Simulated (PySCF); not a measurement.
**CH₉NSi₃: NMR shifts at several levels of theory**

How much do the NMR shifts of CH₉NSi₃ (`[H]/N=C\[SiH]([SiH3])[SiH3]`) depend on the level of theory, and what does each level cost?

The runs use PySCF 2.14.0, with density-fitted response routines of our own; the level of theory stands in each step. All values are computed, except where a source is named. Atoms are numbered from 0 throughout.

**1. The molecule as given**

14 atoms, charge 0, multiplicity 1; geometry from: GFN2-xTB. The atoms were then displaced at random by about 0.01 Å, so the start is not that level's minimum.

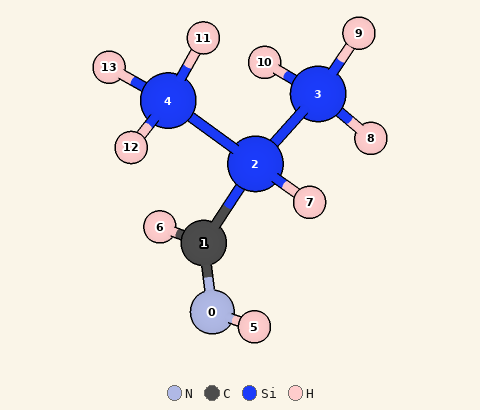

As it starts; nitrogen light blue, carbon dark grey, silicon blue, hydrogen pink, atoms numbered; sticks join atoms by distance.

**2. Geometry optimisation at PBE0-D3(BJ)/def2-SVP**

Job settings and geometry (Å):

```
{"job": {"xc": "PBE0", "basis": "def2-SVP", "d3": "d3bj", "grid": 1, "shake": 0.01, "kind": "geom"}, "charge": 0, "multiplicity": 1}
N     -2.203510    -1.793090    -0.568900
C     -1.488470    -1.008960     0.097220
Si     0.080790    -0.089640    -0.455410
Si    -0.303600     2.192090    -0.313710
Si     1.854730    -0.937520     0.806040
H     -1.928280    -1.902240    -1.541030
H     -1.800430    -0.864340     1.130570
H      0.261060    -0.492290    -1.869020
H     -1.463910     2.646690    -1.111490
H      0.832870     2.959830    -0.719720
H     -0.640970     2.578600     1.079500
H      3.122790    -0.283180     0.445230
H      2.033940    -2.364250     0.674060
H      1.635830    -0.656790     2.249300
```

Command:

```console
$ OMP_NUM_THREADS=1 python probes_run.py task.json out
```

One launch serves the whole session: the jobs run in the order shown.

Standard output:

```text
step   0  E = -965.88499609  max force = 0.023349
step   1  E = -965.89107241  max force = 0.004613
step   2  E = -965.89153140  max force = 0.001502
step   3  E = -965.89160114  max force = 0.000888
step   4  E = -965.89161079  max force = 0.001102
step   5  E = -965.89162529  max force = 0.000316
optimisation converged
```

Run time: 27 s. Hardware: 1 thread of Intel Xeon 6975P-C, shared host; peak memory 0.5 GiB.

Along the way:

```csv
step,energy from step 0 (eV),largest force component (eV/Å)
0,0.0000,1.2007
1,-0.1653,0.2372
2,-0.1778,0.0772
3,-0.1797,0.0457
4,-0.1800,0.0567
5,-0.1804,0.0162
```

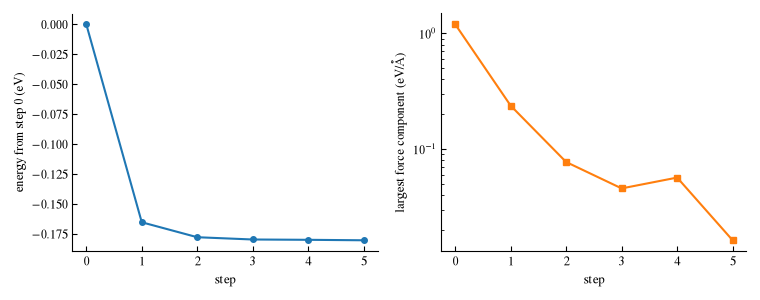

Energy and force, step by step.

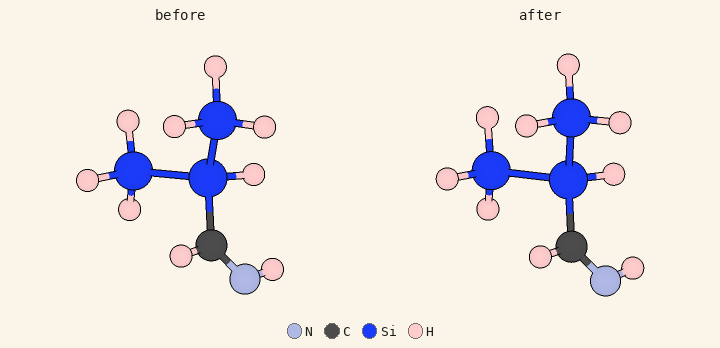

The geometry before (left) and after (right).

Distances of close pairs at the start and the end, largest changes first:

```csv
bond,before (Å),after (Å),change (Å)
Si3–H9,1.430,1.495,+0.065
Si4–H12,1.444,1.495,+0.051
Si2–Si3,2.318,2.347,+0.029
Si4–H11,1.472,1.495,+0.023
C1–H6,1.089,1.108,+0.019
Si2–H7,1.481,1.500,+0.019
N0–C1,1.253,1.272,+0.019
Si3–H8,1.480,1.495,+0.015
```

The final coordinates are the input of the step that follows.

```csv
at the end point,value
point group (found at 0.08 Å tolerance),Cs
"rotational constants (GHz, main isotopes)","1.926, 1.809, 1.019"
dipole moment (D),1.68
```

**3. Nuclear shieldings: PBE0/pcSseg-1**

Job settings and geometry (Å):

```
{"job": {"kind": "nmr", "xc": "PBE0", "basis": "pcSseg-1", "pop": false}, "charge": 0, "multiplicity": 1}
N     -2.188968    -1.659303    -0.709976
C     -1.461822    -0.868336    -0.029902
Si     0.091604     0.068174    -0.622277
Si    -0.243926     2.378870    -0.384986
Si     1.931521    -0.582029     0.683615
H     -1.833587    -1.746530    -1.670596
H     -1.764589    -0.706351     1.023670
H      0.314183    -0.290575    -2.061499
H     -1.400396     2.838818    -1.212724
H      0.984718     3.122961    -0.800341
H     -0.525229     2.678242     1.053321
H      3.159970     0.152678     0.251216
H      2.171527    -2.052608     0.565213
H      1.649166    -0.248784     2.114235
```

Level: GIAO PBE0/pcSseg-1 NMR shielding, non-relativistic, gas phase.

Standard output:

```text
coarse grid: 12600 points
cycle   1  E = -966.1316852665  dE = -4.780e-02  |g| = 3.237e-01  |ddm| = 3.251e+00
cycle   2  E = -966.0873006600  dE =  4.438e-02  |g| = 5.453e-01  |ddm| = 8.548e-01
cycle   3  E = -966.1569646651  dE = -6.966e-02  |g| = 7.317e-02  |ddm| = 5.666e-01
cycle   4  E = -966.1579798861  dE = -1.015e-03  |g| = 3.238e-02  |ddm| = 7.839e-02
cycle   5  E = -966.1582496257  dE = -2.697e-04  |g| = 4.502e-03  |ddm| = 3.201e-02
cycle   6  E = -966.1582552158  dE = -5.590e-06  |g| = 7.457e-04  |ddm| = 7.820e-03
final grid: 106328 points
cycle   7  E = -966.1834614863  dE = -1.275e-05  |g| = 4.919e-03  |ddm| = 1.441e-02
cycle   8  E = -966.1834583782  dE =  3.108e-06  |g| = 5.945e-03  |ddm| = 1.145e-02
cycle   9  E = -966.1834668923  dE = -8.514e-06  |g| = 1.062e-03  |ddm| = 6.715e-03
cycle  10  E = -966.1834671197  dE = -2.274e-07  |g| = 3.634e-04  |ddm| = 9.783e-04
cycle  11  E = -966.1834671504  dE = -3.071e-08  |g| = 4.113e-05  |ddm| = 2.896e-04
cycle  12  E = -966.1834671508  dE = -4.775e-10  |g| = 1.145e-05  |ddm| = 7.445e-05
converged SCF energy = -966.1834671508

GIAO shielding tensors (ppm)
atom      isotropic    diamagn.    paramagn.     s11        s22        s33       span
  0 N     -197.834     319.898    -517.732   -675.219   -132.801    214.517    889.736
  1 C       -5.979     258.588    -264.567   -133.363    -13.255    128.679    262.041
  2 Si     424.114     882.932    -458.818    364.890    416.392    491.061    126.170
  3 Si     458.658     880.176    -421.519    450.433    459.652    465.888     15.455
  4 Si     458.435     880.380    -421.945    450.151    459.282    465.872     15.721
  5 H       18.472      33.337     -14.865      3.124     24.566     27.727     24.602
  6 H       22.294      30.772      -8.478     16.663     22.356     27.861     11.198
  7 H       27.420      31.021      -3.601     25.223     25.300     31.737      6.514
  8 H       27.530      28.597      -1.067     24.173     25.269     33.149      8.976
  9 H       27.744      28.803      -1.058     24.518     25.847     32.868      8.349
 10 H       27.552      29.098      -1.546     24.424     25.920     32.313      7.890
 11 H       27.740      28.981      -1.241     24.531     25.813     32.876      8.346
 12 H       27.533      28.895      -1.362     24.179     25.284     33.137      8.958
 13 H       27.557      29.300      -1.743     24.423     25.935     32.313      7.890
```

Run time: 10 s. Hardware: 1 thread of Intel Xeon 6975P-C, shared host; peak memory 0.86 GiB.

The references, computed at this level on geometries of the same kind, shield at (ppm): 1H TMS 31.27, 13C TMS 184.4, 29Si TMS 352.0, 15N NH3 265.7. Their shielding less the atom's gives the shift. The references are single molecules in the gas phase, so shifts against H2O, NH3, PH3, H3PO4 or CFCl3 are not on the usual liquid scales and can be off by tens of ppm. Atoms listed in one row are averaged.

```csv
atoms,environment,σ (ppm),δ (ppm),δ scaled to CDCl3
C1,C=N carbon,-6.0,190.4,184.4
H5,hydrogen on an imine nitrogen,18.47,12.79,–
H6,hydrogen on a C=N carbon,22.29,8.97,8.72
H7,"hydrogen on a silicon bonded to C, 2 Si",27.42,3.85,–
"H8, H9, H10, H11, H12, H13",hydrogen on a silicon bonded to Si,27.61,3.66,–
N0,imine nitrogen,-197.8,463.5,–
Si2,"silicon bonded to C, 2 Si, H",424.1,-72.1,–
"Si3, Si4","silicon bonded to Si, 3 H",458.5,-106.6,–
```

The scaled column applies a straight-line fit of computed shieldings to shifts measured in CDCl3 (root-mean-square error 0.21 ppm for H, 2.0 ppm for C).

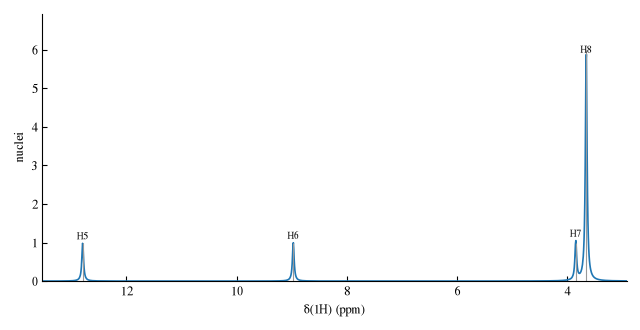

1H lines at the computed shifts, without couplings. Lines are broadened to a width of 0.04 ppm (Lorentzian).

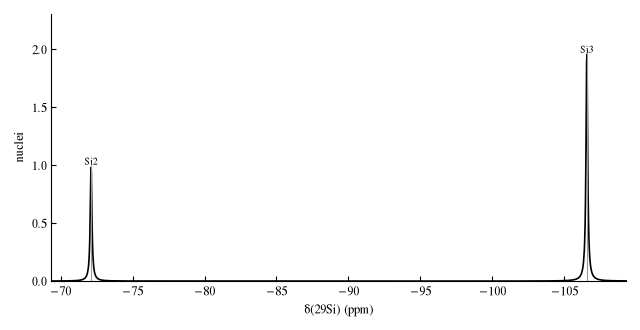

29Si lines at the computed shifts, without couplings. Lines are broadened to a width of 0.14 ppm (Lorentzian).

**4. Shielding tensors: mPW1PW91/pcSseg-1**

The job, as its differences from that of step 3:

```diff
@@ -1,2 +1,2 @@
-{"job": {"kind": "nmr", "xc": "PBE0", "basis": "pcSseg-1", "pop": false}, "charge": 0, "multiplicity": 1}
+{"job": {"kind": "nmr", "xc": "mPW1PW91", "basis": "pcSseg-1", "pop": false}, "charge": 0, "multiplicity": 1}
 N     -2.188968    -1.659303    -0.709976
```

Level: GIAO mPW1PW91/pcSseg-1 NMR shielding, non-relativistic, gas phase.

Standard output:

```text
coarse grid: 12600 points
cycle   1  E = -966.6277961371  dE = -4.913e-02  |g| = 3.297e-01  |ddm| = 3.249e+00
cycle   2  E = -966.5807160741  dE =  4.708e-02  |g| = 5.599e-01  |ddm| = 8.725e-01
cycle   3  E = -966.6544262984  dE = -7.371e-02  |g| = 7.200e-02  |ddm| = 5.773e-01
cycle   4  E = -966.6554130074  dE = -9.867e-04  |g| = 3.307e-02  |ddm| = 7.994e-02
cycle   5  E = -966.6556953439  dE = -2.823e-04  |g| = 4.446e-03  |ddm| = 3.250e-02
cycle   6  E = -966.6557007773  dE = -5.433e-06  |g| = 7.583e-04  |ddm| = 7.692e-03
final grid: 106328 points
cycle   7  E = -966.6789744099  dE = -1.209e-05  |g| = 3.414e-03  |ddm| = 1.376e-02
cycle   8  E = -966.6789723545  dE =  2.055e-06  |g| = 4.474e-03  |ddm| = 8.440e-03
cycle   9  E = -966.6789772526  dE = -4.898e-06  |g| = 7.571e-04  |ddm| = 4.884e-03
cycle  10  E = -966.6789773749  dE = -1.223e-07  |g| = 2.405e-04  |ddm| = 6.666e-04
cycle  11  E = -966.6789773881  dE = -1.322e-08  |g| = 2.910e-05  |ddm| = 1.893e-04
cycle  12  E = -966.6789773884  dE = -2.242e-10  |g| = 8.657e-06  |ddm| = 5.354e-05
converged SCF energy = -966.6789773884

GIAO shielding tensors (ppm)
atom      isotropic    diamagn.    paramagn.     s11        s22        s33       span
  0 N     -197.808     319.838    -517.646   -674.154   -133.511    214.241    888.394
  1 C       -6.823     258.779    -265.603   -134.767    -14.005    128.301    263.068
  2 Si     421.792     883.086    -461.294    363.674    413.865    487.837    124.163
  3 Si     455.250     880.244    -424.994    447.120    456.229    462.401     15.281
  4 Si     455.029     880.453    -425.424    446.848    455.851    462.389     15.541
  5 H       18.582      33.356     -14.774      3.344     24.616     27.787     24.443
  6 H       22.372      30.863      -8.491     16.758     22.450     27.909     11.151
  7 H       27.503      31.118      -3.615     25.284     25.413     31.813      6.529
  8 H       27.608      28.669      -1.062     24.276     25.361     33.187      8.911
  9 H       27.818      28.876      -1.057     24.613     25.930     32.912      8.300
 10 H       27.629      29.194      -1.565     24.521     26.001     32.365      7.844
 11 H       27.814      29.056      -1.242     24.625     25.896     32.921      8.296
 12 H       27.611      28.976      -1.365     24.281     25.376     33.175      8.894
 13 H       27.633      29.398      -1.765     24.520     26.015     32.364      7.844
```

It took 11 s on 1 thread of Intel Xeon 6975P-C, shared host; peak memory 0.83 GiB.

This run: δ C1 190.4, N0 462.0, Si2 -71.0, Si3 -104.3, H5 12.73, H6 8.94 ppm (means over like atoms).

**5. Shielding tensors: WP04/pcSseg-1**

The job, as its differences from that of step 4:

```diff
@@ -1,2 +1,2 @@
-{"job": {"kind": "nmr", "xc": "mPW1PW91", "basis": "pcSseg-1", "pop": false}, "charge": 0, "multiplicity": 1}
+{"job": {"kind": "nmr", "xc": "WP04", "basis": "pcSseg-1", "pop": false}, "charge": 0, "multiplicity": 1}
 N     -2.188968    -1.659303    -0.709976
```

Method: GIAO WP04/pcSseg-1 NMR shielding, non-relativistic, gas phase.

Standard output:

```text
coarse grid: 12600 points
cycle   1  E = -978.7573609705  dE = -8.628e-02  |g| = 5.647e-01  |ddm| = 3.320e+00
cycle   2  E = -978.5560093853  dE =  2.014e-01  |g| = 1.031e+00  |ddm| = 1.655e+00
cycle   3  E = -978.8182606186  dE = -2.623e-01  |g| = 2.065e-01  |ddm| = 1.310e+00
cycle   4  E = -978.8272000570  dE = -8.939e-03  |g| = 7.445e-02  |ddm| = 1.858e-01
cycle   5  E = -978.8286275931  dE = -1.428e-03  |g| = 1.449e-02  |ddm| = 8.186e-02
cycle   6  E = -978.8286808894  dE = -5.330e-05  |g| = 2.901e-03  |ddm| = 2.129e-02
cycle   7  E = -978.8286835475  dE = -2.658e-06  |g| = 6.331e-04  |ddm| = 4.347e-03
final grid: 106328 points
cycle   8  E = -978.8595456834  dE = -1.332e-05  |g| = 4.803e-03  |ddm| = 1.617e-02
cycle   9  E = -978.8595427126  dE =  2.971e-06  |g| = 5.811e-03  |ddm| = 1.081e-02
cycle  10  E = -978.8595506155  dE = -7.903e-06  |g| = 1.297e-03  |ddm| = 6.464e-03
cycle  11  E = -978.8595509771  dE = -3.617e-07  |g| = 4.127e-04  |ddm| = 1.215e-03
cycle  12  E = -978.8595510177  dE = -4.063e-08  |g| = 6.074e-05  |ddm| = 3.450e-04
cycle  13  E = -978.8595510189  dE = -1.171e-09  |g| = 1.585e-05  |ddm| = 1.056e-04
cycle  14  E = -978.8595510190  dE = -8.595e-11  |g| = 4.101e-06  |ddm| = 2.603e-05
converged SCF energy = -978.8595510190

GIAO shielding tensors (ppm)
atom      isotropic    diamagn.    paramagn.     s11        s22        s33       span
  0 N     -189.637     320.266    -509.903   -639.651   -133.288    204.027    843.678
  1 C      -18.937     260.578    -279.515   -151.111    -23.951    118.252    269.363
  2 Si     392.926     886.002    -493.077    346.967    385.689    446.121     99.155
  3 Si     426.833     882.337    -455.503    417.323    425.872    437.304     19.980
  4 Si     426.632     882.650    -456.019    417.159    425.433    437.303     20.144
  5 H       19.538      33.714     -14.176      5.661     25.021     27.932     22.271
  6 H       23.011      31.905      -8.894     17.452     23.338     28.244     10.791
  7 H       28.316      32.193      -3.878     26.129     26.468     32.350      6.221
  8 H       28.366      29.498      -1.132     25.360     26.285     33.453      8.093
  9 H       28.542      29.740      -1.198     25.632     26.775     33.218      7.586
 10 H       28.396      30.509      -2.113     25.560     26.855     32.774      7.214
 11 H       28.538      29.958      -1.420     25.643     26.744     33.226      7.583
 12 H       28.369      29.973      -1.604     25.365     26.300     33.442      8.078
 13 H       28.400      30.765      -2.364     25.560     26.867     32.773      7.213
```

Wall time 12 s (1 thread of Intel Xeon 6975P-C, shared host); peak memory 0.86 GiB.

This run: δ C1 191.4, N0 436.5, Si2 -54.2, Si3 -88.0, H5 12.03, H6 8.55 ppm (means over like atoms).

**6. Shielding tensors: B97-2/pcSseg-1**

The job, as its differences from that of step 5:

```diff
@@ -1,2 +1,2 @@
-{"job": {"kind": "nmr", "xc": "WP04", "basis": "pcSseg-1", "pop": false}, "charge": 0, "multiplicity": 1}
+{"job": {"kind": "nmr", "xc": "B97-2", "basis": "pcSseg-1", "pop": false}, "charge": 0, "multiplicity": 1}
 N     -2.188968    -1.659303    -0.709976
```

Method: GIAO B97-2/pcSseg-1 NMR shielding, non-relativistic, gas phase.

Standard output:

```text
coarse grid: 12600 points
cycle   1  E = -966.6309015829  dE = -5.614e-02  |g| = 3.289e-01  |ddm| = 3.258e+00
cycle   2  E = -966.5751996090  dE =  5.570e-02  |g| = 5.866e-01  |ddm| = 9.284e-01
cycle   3  E = -966.6578951982  dE = -8.270e-02  |g| = 7.433e-02  |ddm| = 6.240e-01
cycle   4  E = -966.6589809343  dE = -1.086e-03  |g| = 3.461e-02  |ddm| = 8.503e-02
cycle   5  E = -966.6592954412  dE = -3.145e-04  |g| = 4.305e-03  |ddm| = 3.480e-02
cycle   6  E = -966.6593008730  dE = -5.432e-06  |g| = 7.958e-04  |ddm| = 7.905e-03
final grid: 106328 points
cycle   7  E = -966.6751169822  dE = -3.229e-05  |g| = 4.238e-03  |ddm| = 1.789e-02
cycle   8  E = -966.6751177325  dE = -7.503e-07  |g| = 1.548e-03  |ddm| = 3.190e-03
cycle   9  E = -966.6751178978  dE = -1.653e-07  |g| = 6.940e-04  |ddm| = 1.665e-03
cycle  10  E = -966.6751180088  dE = -1.110e-07  |g| = 1.430e-04  |ddm| = 5.654e-04
cycle  11  E = -966.6751180137  dE = -4.947e-09  |g| = 5.245e-05  |ddm| = 2.229e-04
cycle  12  E = -966.6751180144  dE = -6.876e-10  |g| = 1.240e-05  |ddm| = 6.923e-05
converged SCF energy = -966.6751180144

GIAO shielding tensors (ppm)
atom      isotropic    diamagn.    paramagn.     s11        s22        s33       span
  0 N     -185.131     319.671    -504.802   -645.492   -122.730    212.831    858.323
  1 C       -2.446     258.698    -261.145   -127.213     -8.467    128.341    255.554
  2 Si     426.588     883.247    -456.658    369.286    419.631    490.848    121.562
  3 Si     459.757     880.309    -420.551    451.703    460.653    466.916     15.213
  4 Si     459.536     880.523    -420.987    451.439    460.266    466.903     15.464
  5 H       18.799      33.444     -14.645      3.958     24.747     27.691     23.733
  6 H       22.495      30.979      -8.484     16.980     22.574     27.930     10.950
  7 H       27.629      31.274      -3.645     25.440     25.558     31.890      6.450
  8 H       27.709      28.815      -1.107     24.424     25.485     33.216      8.792
  9 H       27.915      29.020      -1.105     24.747     26.050     32.949      8.202
 10 H       27.734      29.373      -1.639     24.666     26.122     32.414      7.748
 11 H       27.910      29.201      -1.291     24.759     26.016     32.957      8.198
 12 H       27.712      29.133      -1.421     24.430     25.500     33.205      8.775
 13 H       27.738      29.579      -1.841     24.666     26.136     32.414      7.748
```

Run time: 11 s. Hardware: 1 thread of Intel Xeon 6975P-C, shared host; peak memory 0.86 GiB.

Key values: δ C1 186.1, N0 448.0, Si2 -69.2, Si3 -102.2, H5 12.58, H6 8.88 ppm (means over like atoms).

**7. Nuclear shieldings: BHandHLYP/pcSseg-1**

The job, as its differences from that of step 6:

```diff
@@ -1,2 +1,2 @@
-{"job": {"kind": "nmr", "xc": "B97-2", "basis": "pcSseg-1", "pop": false}, "charge": 0, "multiplicity": 1}
+{"job": {"kind": "nmr", "xc": "BHandHLYP", "basis": "pcSseg-1", "pop": false}, "charge": 0, "multiplicity": 1}
 N     -2.188968    -1.659303    -0.709976
```

Method: GIAO BHandHLYP/pcSseg-1 NMR shielding, non-relativistic, gas phase.

Standard output:

```text
coarse grid: 12600 points
cycle   1  E = -966.5407561113  dE = -5.183e-02  |g| = 3.501e-01  |ddm| = 3.206e+00
cycle   2  E = -966.5392333838  dE =  1.523e-03  |g| = 4.201e-01  |ddm| = 6.611e-01
cycle   3  E = -966.5785708125  dE = -3.934e-02  |g| = 5.449e-02  |ddm| = 3.763e-01
cycle   4  E = -966.5793910647  dE = -8.203e-04  |g| = 2.147e-02  |ddm| = 7.940e-02
cycle   5  E = -966.5795110008  dE = -1.199e-04  |g| = 4.848e-03  |ddm| = 2.519e-02
cycle   6  E = -966.5795189338  dE = -7.933e-06  |g| = 1.671e-03  |ddm| = 8.229e-03
final grid: 106328 points
cycle   7  E = -966.5967339663  dE = -5.403e-06  |g| = 2.275e-03  |ddm| = 8.893e-03
cycle   8  E = -966.5967343706  dE = -4.043e-07  |g| = 1.901e-03  |ddm| = 4.286e-03
cycle   9  E = -966.5967352767  dE = -9.061e-07  |g| = 3.319e-04  |ddm| = 1.858e-03
cycle  10  E = -966.5967352996  dE = -2.291e-08  |g| = 1.023e-04  |ddm| = 2.719e-04
cycle  11  E = -966.5967353020  dE = -2.357e-09  |g| = 2.734e-05  |ddm| = 1.283e-04
cycle  12  E = -966.5967353022  dE = -2.583e-10  |g| = 5.849e-06  |ddm| = 4.378e-05
converged SCF energy = -966.5967353022

GIAO shielding tensors (ppm)
atom      isotropic    diamagn.    paramagn.     s11        s22        s33       span
  0 N     -205.473     320.383    -525.855   -697.342   -140.088    221.013    918.356
  1 C       -8.933     259.077    -268.011   -147.355    -11.304    131.859    279.214
  2 Si     421.868     881.872    -460.004    367.256    412.807    485.542    118.286
  3 Si     459.891     879.101    -419.210    451.882    460.962    466.830     14.947
  4 Si     459.689     879.320    -419.632    451.608    460.651    466.806     15.198
  5 H       18.812      33.585     -14.773      3.705     24.479     28.252     24.546
  6 H       22.609      31.152      -8.543     17.220     22.676     27.931     10.710
  7 H       27.761      31.235      -3.474     25.414     25.817     32.051      6.638
  8 H       27.874      28.877      -1.003     24.568     25.633     33.420      8.852
  9 H       28.089      29.103      -1.014     24.925     26.189     33.153      8.228
 10 H       27.893      29.467      -1.574     24.803     26.252     32.624      7.821
 11 H       28.085      29.281      -1.196     24.936     26.156     33.162      8.226
 12 H       27.877      29.198      -1.321     24.574     25.649     33.408      8.834
 13 H       27.897      29.672      -1.775     24.802     26.266     32.623      7.821
```

It took 11 s on 1 thread of Intel Xeon 6975P-C, shared host; peak memory 0.86 GiB.

In short: δ C1 192.9, N0 470.5, Si2 -63.4, Si3 -101.4, H5 12.63, H6 8.83 ppm (means over like atoms).

[end of part 1 of 2]
